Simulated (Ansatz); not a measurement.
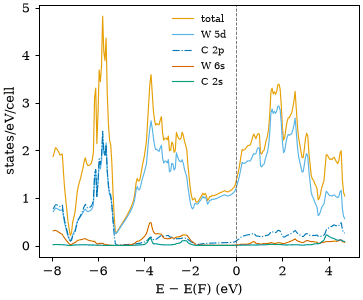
Fig. 1. Total and projected density of states of W2C in space group P-3m1 (No. 164; C on 1a, W on 2d), plane-wave PAW PBE (Ansatz code)

Question: Which orbitals carry the states next to the Fermi level?

Answer: Within 0.5 eV of the Fermi level: W 5d 89 %, C 2p 8 %. Projections are on Löwdin-orthogonalised atomic valence shells; empty p or d shells of many metals are not among them.

Question: Where is the tallest occupied peak in this window, and what makes it?

Answer: Near -5.8 eV, about 4.8 states/eV per cell; the largest projected share is C 2p.

The cell was relaxed with PBE under the symmetry of its start. The run is not spin-polarised. Scalar-relativistic: spin–orbit coupling is off unless named, which matters more the heavier the elements.

Potentials: the later of the program's two PAW sets.
